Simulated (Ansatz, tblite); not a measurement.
**The cluster Sn₅S₅: one state, many levels**

How do method and basis change the picture of the cluster Sn₅S₅ (singlet)?

Computed with Ansatz 0.2.0, Gaussian basis. Level: as each input shows.

Levels to be run: GFN1-xTB, GFN2-xTB, PBE-D4/def2-TZVP, r2SCAN-D4/def2-TZVP, BLYP-D4/def2-TZVP, BHLYP-D4/def2-TZVP, PBE-D4/def2-SVP, PBE0-D4/def2-SVP, MP2/def2-SVP.

7 further runs of the same task are left out: 4 that didn't finish, 3 set aside as unsound or not needed. Runs told in other sessions of the task aren't counted.

## Step 1: The structure

The geometry is that of the singlet, from an earlier relaxation (PBE0-D4/def2-SVP). At that level it is the lowest of the isomers that a small search found.

10 atoms, charge 0, spin multiplicity 1.

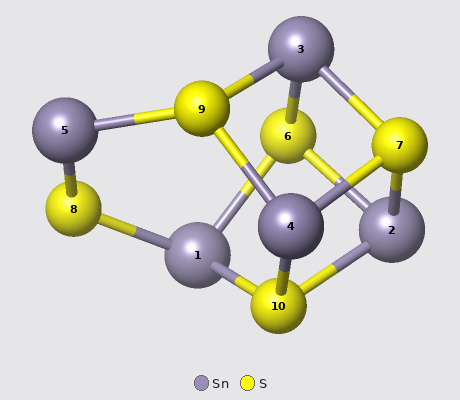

The structure; tin purple, sulfur yellow; atoms are numbered from 1 in the order of the file.

As a file:

```mol
S5Sn5
  3D, bonds by distance, orders not assigned

 10 14  0  0  0  0  0  0  0  0999 V2000
    1.0346    2.2080   -0.7669 Sn  0  0
   -1.4693    0.3098   -2.4339 Sn  0  0
    0.5388   -2.2920   -0.7120 Sn  0  0
   -2.1392   -0.3876    1.1488 Sn  0  0
    1.9758   -0.0137    2.8487 Sn  0  0
    1.0893   -0.1186   -1.9901 S   0  0
   -2.0227   -1.8280   -1.0414 S   0  0
    2.2893    1.8591    1.4022 S   0  0
    0.1881   -1.4467    1.7499 S   0  0
   -1.4847    1.7097   -0.2053 S   0  0
  1  6  8  0
  1  8  8  0
  1 10  8  0
  2  6  8  0
  2  7  8  0
  2 10  8  0
  3  6  8  0
  3  7  8  0
  3  9  8  0
  4  7  8  0
  4  9  8  0
  4 10  8  0
  5  8  8  0
  5  9  8  0
M  END
```

Sn takes a core potential in the def2 sets. No spin-orbit coupling is included.

PBE0-D4/def2-TZVP was run before; its log isn't repeated, and its numbers join the tables.

## Step 2: GFN1-xTB

Tight binding, by tblite at 300 K electronic temperature and without a spin-polarisation term:

```python
tblite.interface.Calculator('GFN1-xTB', numbers, positions, charge=0, uhf=0).singlepoint()
```

Energy -855.8267 eV, HOMO -9.95 eV, LUMO -7.11 eV; 0.017 s.

## Step 3: GFN2-xTB

Tight binding, by tblite at 300 K electronic temperature and without a spin-polarisation term:

```python
tblite.interface.Calculator('GFN2-xTB', numbers, positions, charge=0, uhf=0).singlepoint()
```

Energy -743.6660 eV, HOMO -10.75 eV, LUMO -8.10 eV; 0.031 s.

## Step 4: PBE-D4/def2-TZVP

start.molden holds the orbitals of an earlier run on this state, given as this run's starting guess.

Contents of in.yaml:

```yaml
crystal:
  periodic: [false, false, false]
  atoms:
    - {symbol: Sn, position_ang: [1.034643, 2.208042, -0.766868]}
    - {symbol: Sn, position_ang: [-1.469284, 0.309832, -2.433880]}
    - {symbol: Sn, position_ang: [0.538817, -2.292047, -0.712016]}
    - {symbol: Sn, position_ang: [-2.139207, -0.387555, 1.148809]}
    - {symbol: Sn, position_ang: [1.975836, -0.013734, 2.848710]}
    - {symbol: S, position_ang: [1.089321, -0.118606, -1.990074]}
    - {symbol: S, position_ang: [-2.022732, -1.827992, -1.041444]}
    - {symbol: S, position_ang: [2.289259, 1.859147, 1.402154]}
    - {symbol: S, position_ang: [0.188055, -1.446731, 1.749898]}
    - {symbol: S, position_ang: [-1.484707, 1.709654, -0.205289]}
basis:
  gaussian: {orbitals: def2-TZVP, initial_orbitals: start.molden}
hamiltonian: {xc: pbe, dispersion: d4}
scf: {omitted_lower_state_checks: [starts]}
output: {orbitals: {seedname: orbitals}}
```

The run is started by

```console
ansatz run in.yaml --threads 4 --pin off --events-out ev --progress --plain --max-ram 6963MiB
```

Output:

```text
Functional definition: PBE
  name "PBE"
  cite "Perdew, Burke & Ernzerhof, Phys. Rev. Lett. 77, 3865 (1996) doi:10.1103/PhysRevLett.77.3865"
  parent pbe
  parameter kappa = 0.804
  parameter beta = 0.06672455060314922
  exchange = pbe_x(kappa = kappa, mu = beta*pi^2/3)
  correlation = pbe_c(beta = beta)
these checks for a lower state are left out or cut short: starts
3245 factors; their error is unknown
mean field evaluation 1: about -83325.8754 eV, gradient 1.8e1 eV
mean field evaluation 2: about -83326.1950 eV, gradient 5.0e-1 eV
mean field evaluation 4: about -83326.1628 eV, gradient 1.3e-1 eV
mean field -83326.16279245 eV, -3062.1800021209 hartree, gradient 5.1e-5 eV, S^2 0.000000; 0 other end points of the search recorded, 0 dependent functions left out
reference -83326.16284883 eV, -3062.1800041928 hartree; 95, 95 occupied and 340, 340 virtual orbitals, 3245 factors
Total energy: -83327.44406454 eV, -3062.2270880016 hartree
Checks for a lower state left out: starts
```

Run time: 12 s. Hardware: 4 threads of Arm Neoverse V2, shared host; peak memory 1.6 GiB.

From the report: HOMO -5.36 eV, LUMO -3.44 eV.

## Step 5: r2SCAN-D4/def2-TZVP

Edit in.yaml of step 4 so:

```diff
@@ -15,3 +15,3 @@
   gaussian: {orbitals: def2-TZVP, initial_orbitals: start.molden}
-hamiltonian: {xc: pbe, dispersion: d4}
+hamiltonian: {xc: r2scan, dispersion: d4}
 scf: {omitted_lower_state_checks: [starts]}
```

Launched as before.

Output:

```text
Functional definition: r2SCAN
  name "r2SCAN"
  cite "Furness, Kaplan, Ning, Perdew & Sun, J. Phys. Chem. Lett. 11, 8208 (2020) doi:10.1021/acs.jpclett.0c02405"
  cite "Furness, Kaplan, Ning, Perdew & Sun, J. Phys. Chem. Lett. 11, 9248 (2020) doi:10.1021/acs.jpclett.0c03077"
  parent r2scan
  parameter k0 = 0.174
  parameter k1 = 0.065
  parameter a1 = 4.9479
  exchange = r2scan_x(k0 = k0, k1 = k1, a1 = a1)
  correlation = r2scan_c
these checks for a lower state are left out or cut short: starts
3245 factors; their error is unknown
mean field evaluation 1: about -83356.4555 eV, gradient 1.4e1 eV
mean field evaluation 2: about -83356.5881 eV, gradient 2.2e-1 eV
mean field evaluation 4: about -83356.5444 eV, gradient 1.1e-3 eV
mean field -83356.54441272 eV, -3063.2965060722 hartree, gradient 1.5e-5 eV, S^2 0.000000; 0 other end points of the search recorded, 0 dependent functions left out
reference -83356.54443065 eV, -3063.2965067313 hartree; 95, 95 occupied and 340, 340 virtual orbitals, 3245 factors
Total energy: -83356.83353090 eV, -3063.3071309696 hartree
Checks for a lower state left out: starts
```

It took 30 s on 4 threads of Arm Neoverse V2, shared host; peak memory 1.7 GiB.

HOMO -5.60 eV, LUMO -3.45 eV.

## Step 6: BLYP-D4/def2-TZVP

Edit in.yaml of step 5 so:

```diff
@@ -15,4 +15,4 @@
   gaussian: {orbitals: def2-TZVP, initial_orbitals: start.molden}
-hamiltonian: {xc: r2scan, dispersion: d4}
+hamiltonian: {xc: {name: BLYP}, dispersion: d4}
 scf: {omitted_lower_state_checks: [starts]}
-output: {orbitals: {seedname: orbitals}}
+output: {forces: true, orbitals: {seedname: orbitals}}
```

The command is unchanged.

Output, shortened:

```text
Functional definition: BLYP
  name "BLYP"
  cite "Becke, Phys. Rev. A 38, 3098 (1988) doi:10.1103/PhysRevA.38.3098"
  cite "Lee, Yang & Parr, Phys. Rev. B 37, 785 (1988) doi:10.1103/PhysRevB.37.785"
[...]
3245 factors; their error is unknown
[...]
mean field -83341.92695448 eV, -3062.7593243900 hartree, gradient 2.0e-5 eV, S^2 0.000000; 0 other end points of the search recorded, 0 dependent functions left out
[...]
reference -83341.92737760 eV, -3062.7593399396 hartree; 95, 95 occupied and 340, 340 virtual orbitals, 3245 factors
Total energy: -83344.48913994 eV, -3062.8534829689 hartree
Atom 0 at     1.034643     2.208042    -0.766868 Å, force     0.086186     0.209617    -0.090610 eV/Å
Atom 1 at    -1.469284     0.309832    -2.433880 Å, force    -0.201570     0.095186    -0.388055 eV/Å
Atom 2 at     0.538817    -2.292047    -0.712016 Å, force     0.193336    -0.224069    -0.039373 eV/Å
Atom 3 at    -2.139207    -0.387555     1.148809 Å, force    -0.188158     0.047721     0.226174 eV/Å
Atom 4 at     1.975836    -0.013734     2.848710 Å, force     0.035340    -0.168780     0.221342 eV/Å
Atom 5 at     1.089321    -0.118606    -1.990074 Å, force     0.322634    -0.049123    -0.201266 eV/Å
Atom 6 at    -2.022732    -1.827992    -1.041444 Å, force    -0.298506    -0.315906    -0.106539 eV/Å
Atom 7 at     2.289259     1.859147     1.402154 Å, force     0.168977     0.245711    -0.005832 eV/Å
Atom 8 at     0.188055    -1.446731     1.749898 Å, force     0.060482    -0.147077     0.238160 eV/Å
Atom 9 at    -1.484707     1.709654    -0.205289 Å, force    -0.178721     0.306722     0.145998 eV/Å
Dipole moment:    -0.040797    -0.197831     0.140765 e Å
Checks for a lower state left out: starts
```

Wall time 16 s (4 threads of Arm Neoverse V2, shared host); peak memory 1.6 GiB.

HOMO -5.19 eV, LUMO -3.30 eV.

## Step 7: BHLYP-D4/def2-TZVP

Edit in.yaml of step 6 so:

```diff
@@ -15,4 +15,4 @@
   gaussian: {orbitals: def2-TZVP, initial_orbitals: start.molden}
-hamiltonian: {xc: {name: BLYP}, dispersion: d4}
+hamiltonian: {xc: {name: BHLYP}, dispersion: d4}
 scf: {omitted_lower_state_checks: [starts]}
-output: {forces: true, orbitals: {seedname: orbitals}}
+output: {orbitals: {seedname: orbitals}}
```

Launched as before.

Output, shortened:

```text
Functional definition: BHLYP
  name "BHLYP"
  cite "Becke, J. Chem. Phys. 98, 1372 (1993) doi:10.1063/1.464304"
  cite "Becke, Phys. Rev. A 38, 3098 (1988) doi:10.1103/PhysRevA.38.3098"
  cite "Lee, Yang & Parr, Phys. Rev. B 37, 785 (1988) doi:10.1103/PhysRevB.37.785"
[...]
3890 factors; their error is unknown
the host lacks memory for fits, so the integrals are decomposed
3491 factors; integrals over basis functions are off by at most 1.0e-3 eV
[...]
mean field -83338.19428169 eV, -3062.6221511952 hartree, gradient 1.3e-5 eV, S^2 0.000000; 0 other end points of the search recorded, 0 dependent functions left out
reference -83338.19450038 eV, -3062.6221592320 hartree; 95, 95 occupied and 340, 340 virtual orbitals, 3491 factors
Total energy: -83340.47795388 eV, -3062.7060746001 hartree
Checks for a lower state left out: starts
```

Wall time 38 s (4 threads of Arm Neoverse V2, shared host); peak memory 3.5 GiB.

HOMO -6.86 eV, LUMO -2.18 eV.

## Step 8: PBE-D4/def2-SVP

Edit in.yaml of step 7 so:

```diff
@@ -14,4 +14,4 @@
 basis:
-  gaussian: {orbitals: def2-TZVP, initial_orbitals: start.molden}
-hamiltonian: {xc: {name: BHLYP}, dispersion: d4}
+  gaussian: {orbitals: def2-SVP, initial_orbitals: start.molden}
+hamiltonian: {xc: pbe, dispersion: d4}
 scf: {omitted_lower_state_checks: [starts]}
```

Launched as before.

Output:

```text
Functional definition: PBE
  name "PBE"
  cite "Perdew, Burke & Ernzerhof, Phys. Rev. Lett. 77, 3865 (1996) doi:10.1103/PhysRevLett.77.3865"
  parent pbe
  parameter kappa = 0.804
  parameter beta = 0.06672455060314922
  exchange = pbe_x(kappa = kappa, mu = beta*pi^2/3)
  correlation = pbe_c(beta = beta)
these checks for a lower state are left out or cut short: starts
2480 factors; their error is unknown
mean field evaluation 1: about -83306.1042 eV, gradient 4.0e1 eV
mean field evaluation 2: about -83306.7073 eV, gradient 1.1e0 eV
mean field evaluation 4: about -83306.6191 eV, gradient 8.1e-2 eV
mean field -83306.61908723 eV, -3061.4617842011 hartree, gradient 3.5e-5 eV, S^2 0.000000; 0 other end points of the search recorded, 0 dependent functions left out
reference -83306.61913433 eV, -3061.4617859321 hartree; 95, 95 occupied and 125, 125 virtual orbitals, 2480 factors
Total energy: -83307.90035004 eV, -3061.5088697409 hartree
Checks for a lower state left out: starts
```

Wall time 4.6 s (4 threads of Arm Neoverse V2, shared host).

Report: HOMO -5.34 eV, LUMO -3.39 eV.

## Step 9: PBE0-D4/def2-SVP

Edit in.yaml of step 8 so:

```diff
@@ -15,3 +15,3 @@
   gaussian: {orbitals: def2-SVP, initial_orbitals: start.molden}
-hamiltonian: {xc: pbe, dispersion: d4}
+hamiltonian: {xc: pbe0, dispersion: d4}
 scf: {omitted_lower_state_checks: [starts]}
```

Same command.

Output:

```text
Functional definition: PBE0
  name "PBE0"
  cite "Adamo & Barone, J. Chem. Phys. 110, 6158 (1999) doi:10.1063/1.478522"
  cite "Perdew, Burke & Ernzerhof, Phys. Rev. Lett. 77, 3865 (1996) doi:10.1103/PhysRevLett.77.3865"
  parent pbe
  parameter a = 0.25
  parameter kappa = 0.804
  parameter beta = 0.06672455060314922
  exchange = (1 - a)*pbe_x(kappa = kappa, mu = beta*pi^2/3) + a*exact_x
  correlation = pbe_c(beta = beta)
these checks for a lower state are left out or cut short: starts
2500 factors; integrals over basis functions are off by at most 3.4e-4 eV
mean field evaluation 1: about -83311.2601 eV, gradient 3.7e1 eV
mean field evaluation 2: about -83311.5755 eV, gradient 5.8e-1 eV
mean field evaluation 4: about -83311.5823 eV, gradient 1.6e-3 eV
mean field -83311.58234528 eV, -3061.6441805703 hartree, gradient 2.0e-5 eV, S^2 0.000000; 0 other end points of the search recorded, 0 dependent functions left out
reference -83311.58238063 eV, -3061.6441818693 hartree; 95, 95 occupied and 125, 125 virtual orbitals, 2500 factors
Total energy: -83312.72804731 eV, -3061.6862843433 hartree
Checks for a lower state left out: starts
```

It took 11 s on 4 threads of Arm Neoverse V2, shared host; peak memory 1.2 GiB.

HOMO -6.18 eV, LUMO -2.84 eV.

## Step 10: MP2/def2-SVP

Edit in.yaml of step 9 so:

```diff
@@ -15,3 +15,3 @@
   gaussian: {orbitals: def2-SVP, initial_orbitals: start.molden}
-hamiltonian: {xc: pbe0, dispersion: d4}
+correlation: {method: mp2}
 scf: {omitted_lower_state_checks: [starts]}
```

The command is unchanged.

Output:

```text
Functional definition: HF
  name "HF"
  cite "Fock, Z. Phys. 61, 126 (1930) doi:10.1007/BF01340294"
  parent pbe
  exchange = exact_x
  correlation = 0
these checks for a lower state are left out or cut short: starts
2500 factors; integrals over basis functions are off by at most 3.4e-4 eV
mean field evaluation 1: about -83106.4780 eV, gradient 4.5e1 eV
mean field evaluation 2: about -83108.5961 eV, gradient 2.5e0 eV
mean field evaluation 4: about -83108.7348 eV, gradient 2.6e-1 eV
mean field evaluation 8: about -83108.7350 eV, gradient 8.4e-6 eV
mean field -83108.73504671 eV, -3054.1896798428 hartree, gradient 8.4e-6 eV, S^2 0.000000; 0 other end points of the search recorded, 0 dependent functions left out
45 core orbitals not correlated: weight in the atoms' cores, before any rotation towards them, 1.000 or more for the frozen orbitals, at most 0.000 for the correlated occupied ones
reference -83108.73504671 eV, -3054.1896798428 hartree; 50, 50 occupied and 125, 125 virtual orbitals, 2500 factors
second order -29.80183939 eV of doubles, -0.00000000 eV of singles
Total energy: -83138.53688610 eV, -3055.2848772399 hartree
Checks for a lower state left out: starts
```

Run time: 12 s. Hardware: 4 threads of Arm Neoverse V2, shared host; peak memory 1.1 GiB.

Report: Hartree-Fock HOMO -7.87 eV, LUMO -0.29 eV.

## Step 11: Levels side by side

```tsv
level	functions	HOMO (eV)	LUMO (eV)	gap (eV)	time
PBE-D4/def2-SVP	220	-5.34	-3.39	1.95	4.6 s
PBE-D4/def2-TZVP	435	-5.36	-3.44	1.92	12 s
BLYP-D4/def2-TZVP	435	-5.19	-3.30	1.88	16 s
r2SCAN-D4/def2-TZVP	435	-5.60	-3.45	2.14	30 s
PBE0-D4/def2-SVP	220	-6.18	-2.84	3.34	11 s
PBE0-D4/def2-TZVP	435	-6.18	-2.87	3.31	41 s
BHLYP-D4/def2-TZVP	435	-6.86	-2.18	4.68	38 s
```

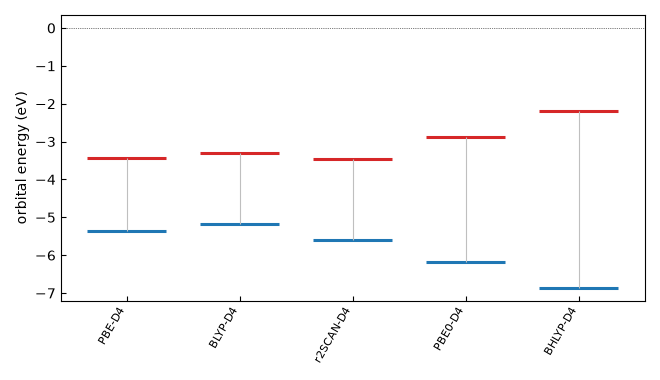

Highest filled (blue) and lowest empty (red) level in def2-TZVP.

The pieces so far (eV):

```tsv
basis	HF	MP2 correlation	total
def2-SVP	-83108.7350	-29.8018	-83138.5369 (MP2)
```

## Step 12: Binding energy

Free atoms were run apart at each level; binding is atoms less cluster, divided by the number of atoms, without zero-point or spin-orbit terms.

```tsv
level	binding an atom (eV)
HF/def2-SVP	1.842
PBE-D4/def2-SVP	3.499
PBE-D4/def2-TZVP	3.507
BLYP-D4/def2-TZVP	3.381
r2SCAN-D4/def2-TZVP	3.362
PBE0-D4/def2-SVP	3.335
PBE0-D4/def2-TZVP	3.355
BHLYP-D4/def2-TZVP	3.158
MP2/def2-SVP	2.943
```

## Step 13: Summary of results

| quantity | value |
| --- | --- |
| gap in def2-TZVP, named functionals, smallest and largest | 1.88 eV (BLYP-D4), 4.68 eV (BHLYP-D4) |
| correlation energy, MP2/def2-SVP | -29.80 eV |
| binding an atom, functionals in def2-TZVP | 3.16 (BHLYP-D4) to 3.51 eV (PBE-D4) |
| PBE0 total energy, smallest basis above largest | 19.29 eV (def2-SVP, def2-TZVP) |

Over the named functionals in def2-TZVP the gap runs from 1.88 eV (BLYP-D4) to 4.68 eV (BHLYP-D4); exact exchange widens it.

The slowest run with a step of its own, BHLYP-D4/def2-TZVP, took 38 s; the quickest functional in def2-TZVP took 12 s (shared host).
